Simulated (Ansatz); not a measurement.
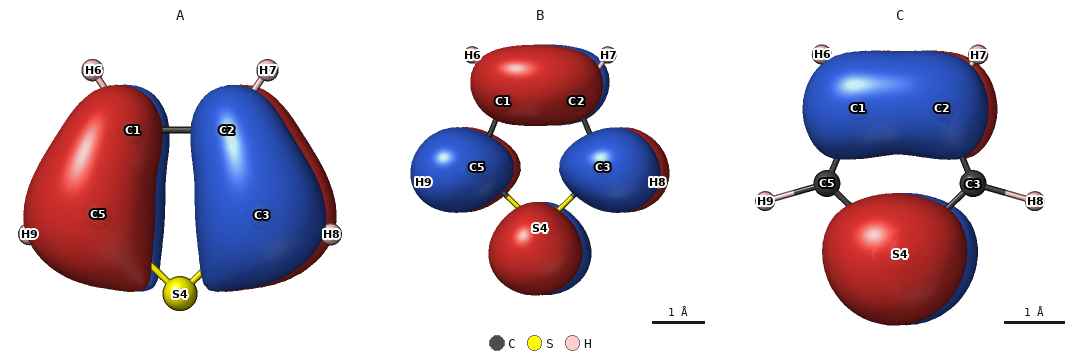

C4H4S. Three frontier orbitals at ±0.1 Å⁻³ᐟ² (blue and red are the two phases), in no order.

Geometry: PBE0-D4/def2-TZVP.

The calculation used RKS PBE0-D4/def2-TZVPP (Ansatz).

Input

```
crystal:
  periodic: [false, false, false]
  atoms:
    - {symbol: C, position_ang: [0.196375, 0.971471, 0.010174]}
    - {symbol: C, position_ang: [0.977740, -0.206776, 0.103982]}
    - {symbol: C, position_ang: [0.222196, -1.339676, 0.031905]}
    - {symbol: S, position_ang: [-1.432840, -0.973603, -0.149357]}
    - {symbol: C, position_ang: [-1.133415, 0.704495, -0.130860]}
    - {symbol: H, position_ang: [0.602187, 1.973736, 0.045667]}
    - {symbol: H, position_ang: [2.053371, -0.214553, 0.219893]}
    - {symbol: H, position_ang: [0.551971, -2.366284, 0.075841]}
    - {symbol: H, position_ang: [-1.948984, 1.404990, -0.224445]}
basis:
  gaussian: {orbitals: def2-TZVPP}
hamiltonian: {xc: pbe0, dispersion: d4}
output: {orbitals: {seedname: orbitals}}
```

Run with:

```sh
ansatz run in.yaml --threads 4 --pin off --events-out ev --progress --plain --max-ram 10444MiB
```

Order the three orbitals by energy and name them.

C is the HOMO−1 (−7.24 eV). It lies mainly on S4 (about 45 %), C1 (about 20 %) and C2 (about 20 %); it changes sign across the molecular plane (π type); π-bonding across C1–C2. A is the HOMO (−6.89 eV). It lies mainly on C3 (about 30 %), C5 (about 30 %), C2 (about 15 %) and C1 (about 15 %); it changes sign across the molecular plane (π type); π-bonding across C1–C5 and C2–C3; π-antibonding (a node) across C1–C2. B is the LUMO (−0.36 eV). It lies mainly on S4 (about 25 %), C3 (about 20 %), C5 (about 20 %), C2 (about 10 %) and C1 (about 10 %); it changes sign across the molecular plane (π type); π-bonding across C1–C2; π-antibonding (a node) across C1–C5, C2–C3, C3–S4 and S4–C5.

What is the HOMO–LUMO gap?

6.53 eV between the orbital energies.
